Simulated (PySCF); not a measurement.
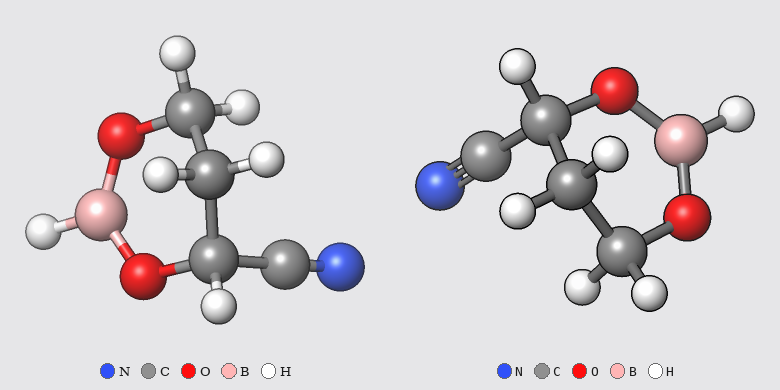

Two views of one molecule.

The computed structure is the end point of a GFN2-xTB optimisation. No frequency run is at hand to confirm it as a minimum.

Description:

It has 14 atoms: 4 carbon, 6 hydrogen, 1 boron, 1 nitrogen and 2 oxygen (C₄H₆BNO₂). As SMILES it reads `N#C[C@H]1CCOBO1`. Independent rings (smallest set): 1 of 6 members. Among its groups: nitrile, B–H bond. The point group is C1. Coordination: 1 C linear; 3 C tetrahedral; 2 O bent; 1 B trigonal planar.

The parts below concern this one geometry. Atoms keep their numbers from picture to picture.

## Geometry

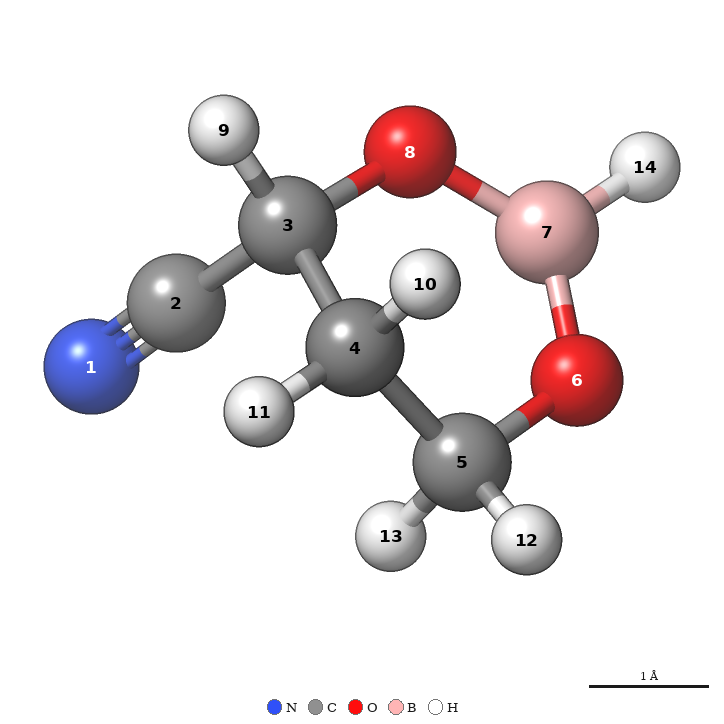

No frequency run is at hand to confirm it as a minimum.

Give these bond angles: N1–C2–C3, C2–C3–H9, C3–C4–C5, C3–C4–H10, C3–O8–B7, C4–C3–O8, C4–C3–H9, C5–C4–H11, C5–O6–B7, O6–C5–H13, O6–B7–O8, O6–B7–H14.

```csv
angle,degrees
N1–C2–C3,178.4
C2–C3–H9,108.1
C3–C4–C5,108.4
C3–C4–H10,108.2
C3–O8–B7,119.5
C4–C3–O8,111.4
C4–C3–H9,110.8
C5–C4–H11,110.6
C5–O6–B7,120.1
O6–C5–H13,108.6
O6–B7–O8,124.3
O6–B7–H14,118.5
```

## Charges

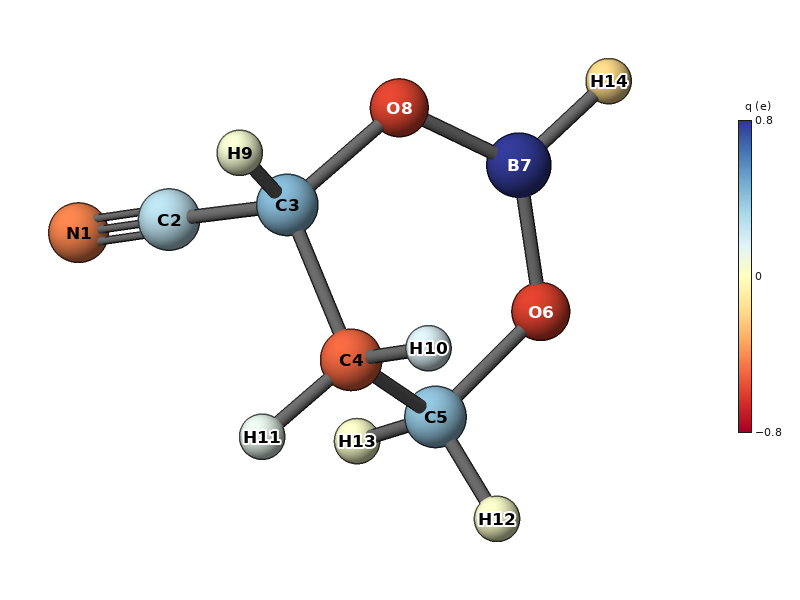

Atoms are coloured by their ESP-fitted charges. No frequency run is at hand to confirm it as a minimum. Method: PBE0/pcSseg-1, gas phase (PySCF 2.14.0).

List the ESP-fitted charges.

| atom | value (e) |
| --- | --- |
| N1 | −0.42 |
| C2 | 0.27 |
| C3 | 0.42 |
| C4 | −0.49 |
| C5 | 0.39 |
| O6 | −0.59 |
| B7 | 0.79 |
| O8 | −0.58 |
| H9 | 0.06 |
| H10 | 0.17 |
| H11 | 0.12 |
| H12 | 0.03 |
| H13 | 0.03 |
| H14 | −0.18 |

## Bond orders

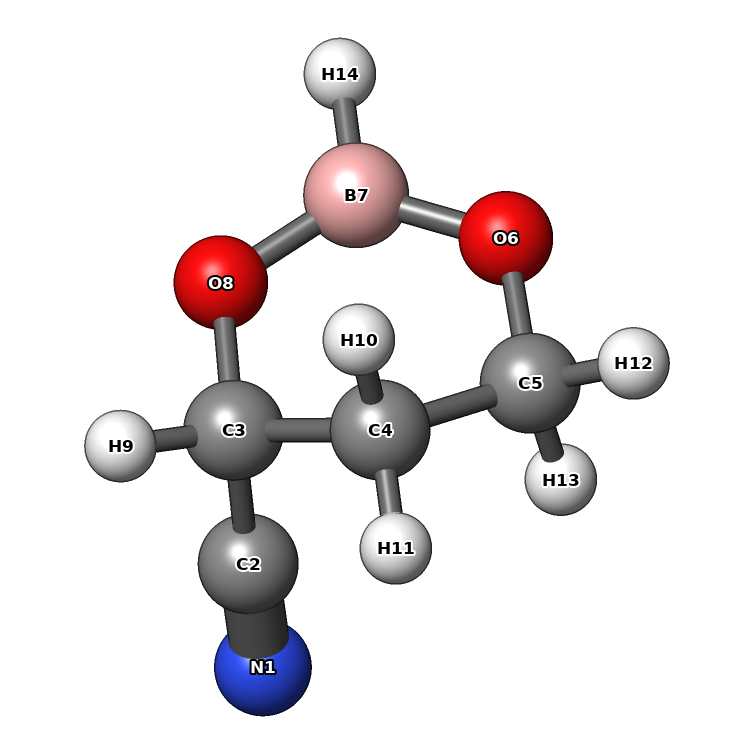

The thickness of each stick grows with its Mayer bond order. No frequency run is at hand to confirm it as a minimum. Level of theory: PBE0/pcSseg-1 (PySCF 2.14.0).

Which bond has the highest Mayer bond order?

Answer. N1–C2, 3.04, at a length of 1.142 Å.

List the Mayer bond orders of N1–C2, C2–C3, C3–C4, C3–O8, C3–H9, C4–C5, C4–H10, C4–H11, C5–O6, C5–H12, C5–H13, O6–B7, B7–O8, B7–H14.

| bond | Mayer order | length (Å) |
| --- | --- | --- |
| N1–C2 | 3.04 | 1.142 |
| C2–C3 | 0.95 | 1.456 |
| C3–C4 | 1.03 | 1.539 |
| C3–O8 | 0.89 | 1.416 |
| C3–H9 | 0.93 | 1.101 |
| C4–C5 | 1.03 | 1.529 |
| C4–H10 | 0.94 | 1.092 |
| C4–H11 | 0.94 | 1.090 |
| C5–O6 | 0.88 | 1.413 |
| C5–H12 | 0.96 | 1.095 |
| C5–H13 | 0.94 | 1.098 |
| O6–B7 | 1.19 | 1.346 |
| B7–O8 | 1.12 | 1.357 |
| B7–H14 | 0.97 | 1.166 |

## Electronic properties

No frequency run is at hand to confirm it as a minimum. Properties computed with CAM-B3LYP/def2-SVPD, gas phase (PySCF 2.14.0). Excitations: vertical, linear response.

Give the dipole moment at this level.

Answer. 4.01 D.

Give the mean static polarisability at this level.

Answer. 65.4 bohr³.

Give the brightest of the 8 lowest singlets at this level.

Answer. 8.53 eV.

What is the HOMO energy (Kohn–Sham orbital)?

Answer. −10.59 eV.

The geometry is semi-empirical. Around B such bond lengths and angles can be off by a tenth of an ångström or more and by several degrees, and values that hang on the shape move with them.
